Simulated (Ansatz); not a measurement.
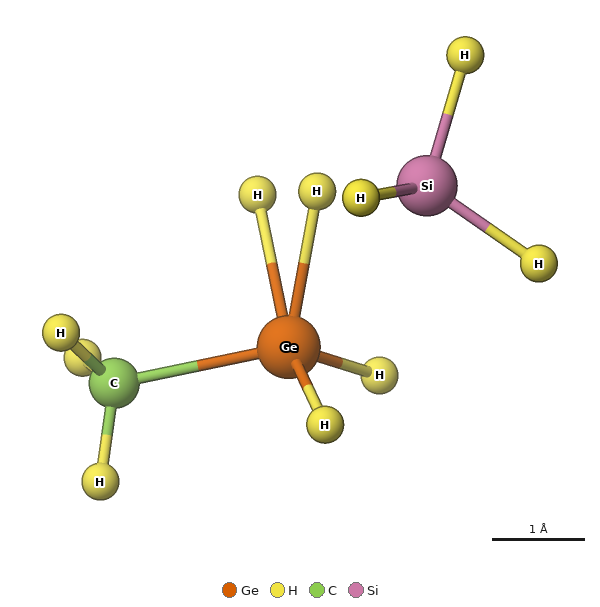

Fig. 1: The input geometry (ball-and-stick view, seen at a tilt). Sticks mark near contacts.

## Frequency calculation, with input and output: CH₁₀GeSi

The run: frequency calculation of CH₁₀GeSi. Method and program: RKS B3LYP/def2-SVP (Ansatz 0.2.0).

It belongs to a series of runs on one base structure; here: vibrations at the highest image of the band.

Input
```yaml
crystal:
  periodic: [false, false, false]
  atoms:
    - { symbol: Ge, position_ang: [0.152073, -0.115486, -0.467863] }
    - { symbol: H, position_ang: [1.396033, 0.891055, 0.513073] }
    - { symbol: H, position_ang: [1.138338, -0.1677, -1.646063] }
    - { symbol: C, position_ang: [-1.089351, 1.399976, -0.277453] }
    - { symbol: H, position_ang: [-1.933862, 1.243523, -0.969395] }
    - { symbol: H, position_ang: [-1.485874, 1.425366, 0.749185] }
    - { symbol: H, position_ang: [-0.587399, 2.353028, -0.493871] }
    - { symbol: H, position_ang: [-0.814827, -1.366636, -0.565169] }
    - { symbol: Si, position_ang: [1.247493, -2.068847, 1.311373] }
    - { symbol: H, position_ang: [1.404964, -3.147154, 0.285503] }
    - { symbol: H, position_ang: [2.461824, -2.067281, 2.194682] }
    - { symbol: H, position_ang: [0.053315, -2.39881, 2.151996] }
    - { symbol: H, position_ang: [1.31767, -0.183935, 0.821903] }
basis:
  gaussian: { orbitals: def2-SVP }
hamiltonian:
  xc: b3lyp
phonons: {}
```

Command:
```bash
ansatz run input.yaml --threads 4 --pin off --max-ram 5120MiB --backend cpu --events-out ev --progress --plain --runs-dir out
```

Log
```
Engine: ansatz 0.2.0, x86_64-unknown-linux-gnu
Functional definition: B3LYP
  parameter a0 = 0.2
  parameter ax = 0.72
  parameter ac = 0.81
  exchange = (1 - a0 - ax)*slater_x + ax*b88_x + a0*exact_x
  correlation = (1 - ac)*vwn_rpa_c + ac*lyp_c
1232 factors; integrals over basis functions are off by at most 3.4e-4 eV
mean field evaluation 1: about -65578.1769 eV, gradient 4.8e1 eV
mean field evaluation 2: about -65574.1869 eV, gradient 5.9e1 eV
mean field evaluation 4: about -65583.4278 eV, gradient 1.1e0 eV
mean field evaluation 8: about -65583.4386 eV, gradient 2.1e-2 eV
mean field -65583.43856584 eV, -2410.1469132435 hartree, gradient 5.0e-5 eV, S^2 0.000000; 0 other end points of the search recorded, 0 dependent functions left out
the calculation of the forces begins
reference -65583.43886403 eV, -2410.1469242015 hartree; 31, 31 occupied and 83, 83 virtual orbitals, 1232 factors
these checks for a lower state are left out or cut short: stability, starts, cluster_reference, orbital_swaps, neighbouring_geometries, increment
1232 factors; integrals over basis functions are off by at most 3.4e-4 eV
mean field evaluation 16: about -65583.4312 eV, gradient 1.6e-1 eV
mean field -65583.43847095 eV, -2410.1469097562 hartree, gradient 2.1e-6 eV, S^2 0.000000; 0 other end points of the search recorded, 0 dependent functions left out
[... from here on the field's lines of each further geometry are left out, up to the last ...]
the calculation of the forces begins
reference -65583.43885298 eV, -2410.1469237955 hartree; 31, 31 occupied and 83, 83 virtual orbitals, 1232 factors
these checks for a lower state are left out or cut short: stability, starts, cluster_reference, orbital_swaps, neighbouring_geometries, increment
1232 factors; integrals over basis functions are off by at most 3.4e-4 eV
mean field evaluation 448: about -65583.4313 eV, gradient 8.9e-2 eV
mean field -65583.43853456 eV, -2410.1469120939 hartree, gradient 2.1e-6 eV, S^2 0.000000; 0 other end points of the search recorded, 0 dependent functions left out
the calculation of the forces begins
reference -65583.43883274 eV, -2410.1469230517 hartree; 31, 31 occupied and 83, 83 virtual orbitals, 1232 factors
WARN: phonons: modes at or below zero, which the zero-point energy, F, S and C_V leave out: 1, the lowest at -1809.41 cm⁻¹. A minimum has none, and a first-order saddle one
Total energy: -65583.43886403 eV, -2410.1469242015 hartree
Atom 0 at     0.152073    -0.115486    -0.467863 Å, force    -0.006203     0.002550     0.003230 eV/Å
Atom 1 at     1.396033     0.891055     0.513073 Å, force     0.006848    -0.003697    -0.003505 eV/Å
Atom 2 at     1.138338    -0.167700    -1.646063 Å, force     0.001155     0.000613     0.000223 eV/Å
Atom 3 at    -1.089351     1.399976    -0.277453 Å, force    -0.016923     0.000453    -0.011030 eV/Å
Atom 4 at    -1.933862     1.243523    -0.969395 Å, force     0.003562    -0.003002     0.002044 eV/Å
Atom 5 at    -1.485874     1.425366     0.749185 Å, force     0.010536    -0.001732     0.003038 eV/Å
Atom 6 at    -0.587399     2.353028    -0.493871 Å, force     0.003101    -0.000160     0.005271 eV/Å
Atom 7 at    -0.814827    -1.366636    -0.565169 Å, force     0.006124    -0.000839     0.001331 eV/Å
Atom 8 at     1.247493    -2.068847     1.311373 Å, force    -0.002717    -0.005434    -0.008125 eV/Å
Atom 9 at     1.404964    -3.147154     0.285503 Å, force     0.000414    -0.000908     0.002540 eV/Å
Atom 10 at     2.461824    -2.067281     2.194682 Å, force    -0.001406     0.001755     0.000924 eV/Å
Atom 11 at     0.053315    -2.398810     2.151996 Å, force    -0.001674     0.001179     0.000052 eV/Å
Atom 12 at     1.317670    -0.183935     0.821903 Å, force    -0.002816     0.009223     0.004006 eV/Å
Dipole moment:    -0.213264     0.269527    -0.174650 e Å
Vibrations: -1809.41 50.76 125.95 138.76 169.24 279.15 341.72 377.55 503.93 572.89 689.29 745.80 797.32 822.60 875.77 905.99 934.10 938.89 987.88 1100.72 1244.06 1330.38 1423.41 1431.32 1657.31 1892.61 2156.82 2162.59 2189.44 2199.03 3030.46 3129.02 3158.77 cm⁻¹, zero-point energy 2.378237 eV
```

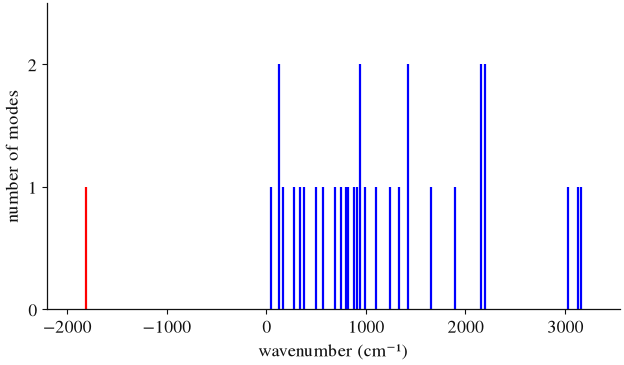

Fig. 2: Harmonic vibrational wavenumbers from the force constants; neighbouring modes closer than 23 cm⁻¹ are counted in one stick, and imaginary ones are drawn at negative wavenumbers. 33 modes from 1809i to 3159 cm⁻¹, 1 imaginary beyond 8i (1809i cm⁻¹): a first-order saddle point, if the geometry is stationary.

Results in brief

```json
{"quantity": "outcome", "value": "converged"}
{"quantity": "total energy", "value": "−65583.4389 eV"}
{"quantity": "mean-field energy", "value": "−65583.4389 eV"}
{"quantity": "largest force (length of the vector)", "value": "0.020 eV/Å"}
{"quantity": "hardware", "value": "4 threads of AMD EPYC (Zen 5), 32 GiB of memory available, shared host"}
{"quantity": "wall time", "value": "38 s (CPU time 2.2 min)"}
{"quantity": "peak memory", "value": "0.29 GiB"}
```
